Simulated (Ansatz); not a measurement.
CH5GeK (SMILES [CH3][GeH2][K])

Input

```
crystal:
  periodic: [false, false, false]
  atoms:
    - {symbol: C, position_ang: [-0.130306, 1.626910, -1.378846]}
    - {symbol: Ge, position_ang: [0.690843, -0.212612, -1.224209]}
    - {symbol: K, position_ang: [1.191689, -1.463661, 1.659985]}
    - {symbol: H, position_ang: [0.502839, 2.371189, -0.869402]}
    - {symbol: H, position_ang: [-1.123944, 1.642145, -0.902596]}
    - {symbol: H, position_ang: [-0.244547, 1.929729, -2.431446]}
    - {symbol: H, position_ang: [-0.231133, -1.056672, -2.189804]}
    - {symbol: H, position_ang: [1.966464, -0.072076, -2.145006]}
basis:
  gaussian:
    orbitals: def2-TZVPD
hamiltonian:
  xc: pbe0
output:
  forces: true
  orbitals: {seedname: orbitals}
```

Run with:

```sh
ansatz run input.yaml --threads 2 --pin off --max-ram 4350MiB --events-out events.jsonl --progress --plain --runs-dir runs
```

Geometry: B3LYP-D3(BJ)/def2-SVP.

Theory: Ansatz, isolated molecule in a Gaussian basis; Kohn-Sham density functional theory, functional PBE0.

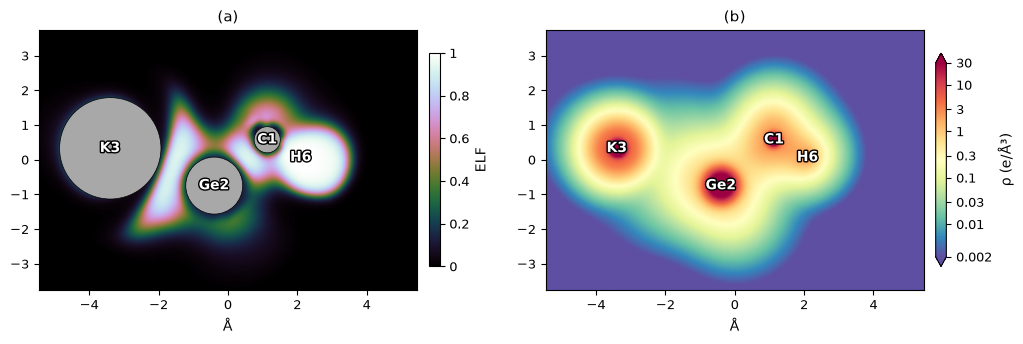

Figure 1. (a) ELF; (b) total electron density on the plane of atoms C1, Ge2 and K3. Grey discs cover the atomic cores in the ELF map.

Interpret the plot.

Answer. The section cuts through C, Ge, K and H sites.
C–Ge (2.02 Å): the density is about 0.76 e/Å³ at the midpoint; the ELF peaks at about 0.90 in the valence shell of C, 0.8 Å from its nucleus, and is about 0.70 at the midpoint.
K–Ge (3.18 Å): the density is about 0.16 e/Å³ at the midpoint; the ELF peaks at about 0.90 in the valence shell of Ge, 1.3 Å from its nucleus, and is about 0.55 at the midpoint.
C–H (1.10 Å): ρ is about 1.9 e/Å³ halfway; the ELF climbs to about 1 towards the hydrogen, as it does in any bond to H: an ordinary covalent bond to hydrogen.

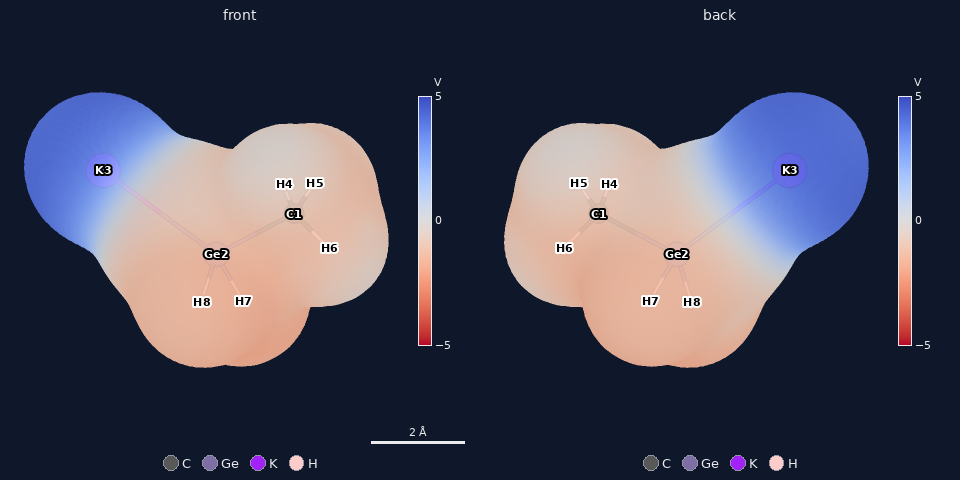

Figure 2. The electrostatic potential painted on the density surface at 0.002 e/bohr³, seen from the front and from behind; red is negative and blue positive.

Describe the electrostatic potential map.

Answer. The most negative region (about −1.9 V) lies over H7, the most positive (about +4.1 V) over K3.

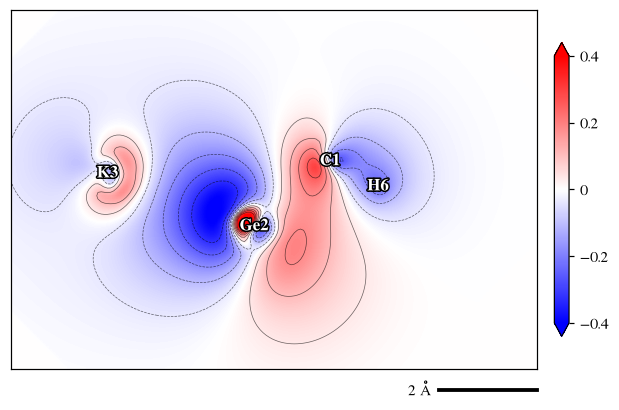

Figure 3. One frontier orbital on the plane of atoms Ge2, C1 and H6 (values in Å⁻³ᐟ²; the overall sign is arbitrary).

Which orbital is it: HOMO or LUMO?

Answer. The HOMO, at −4.36 eV. By Hirshfeld shares it lies mainly on Ge2 (about 60 %), K3 (about 20 %) and C1 (about 5 %).
